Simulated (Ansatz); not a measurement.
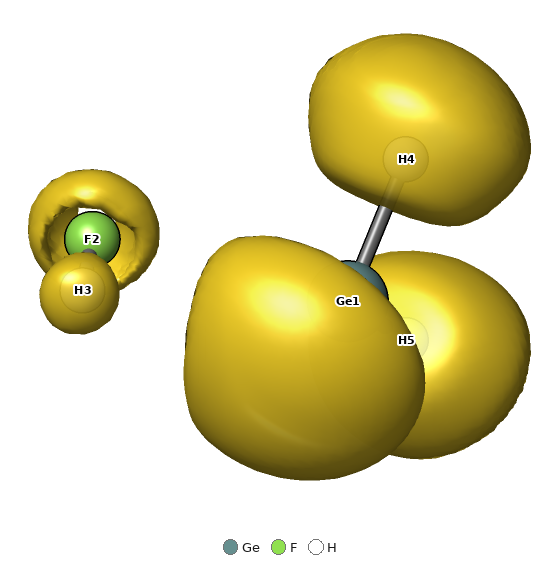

Figure 1: GeH2···HF. Isosurface of the ELF at 0.85 (yellow), seen at an oblique angle. Only the valence region is drawn (cores and ρ < 0.01 e/Å³ removed).

Computed with RKS PBE0/def2-SVP in Ansatz.

```
atom    x (Å)    y (Å)    z (Å)
  Ge  -0.0531   0.0000  -0.8151
   F   1.4560   0.0000   1.6246
   H   2.0714   0.0000   0.9344
   H  -1.0792   1.1441  -0.4064
   H  -1.0792  -1.1441  -0.4064
```

> What do the ELF domains correspond to?

The ELF exceeds this value in three regions around hydrogen nuclei, one lobe on Ge, pointing away from the bonds (lone pairs) and one region wrapped around F (its valence shell). Along the contacts the grid gives the following. Ge1···F2 (2.87 Å): the ELF dips to about 0.05 between them. F–H (0.92 Å): the ELF climbs to about 1 towards the hydrogen, as it does in any bond to H: a covalent bond by its length.
